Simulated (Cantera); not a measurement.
Input: 1 mol FeS2, 0.27 mol SO2, 0.067 mol O2, 0.085 mol SO3, at 0.133 bar.

Equilibrium computed with Cantera from the NASA thermochemical tables; the gas is ideal and each condensed phase is pure. Candidate condensed phases: Fe, FeO, FeS, FeSO4, FeS2, Fe2O3, Fe2(SO4)3, Fe3O4, S; 12 gas species. FeS: taken at fixed stoichiometry. Kinetics and transport are ignored.

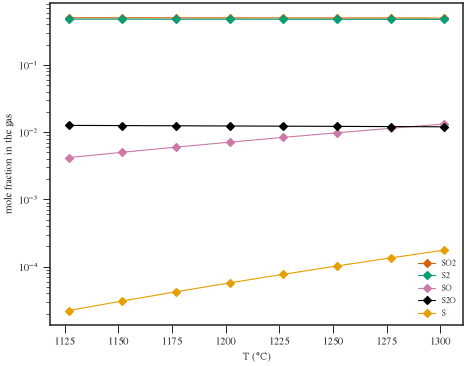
Figure: Equilibrium gas composition (values under 1e-9 drawn at 1e-9)

Q: Read off the mole fractions at 1177 °C.

A: SO2 about 0.50, S2 about 0.48, S2O about 0.012, SO about 0.0060, S about 4.2e-5.
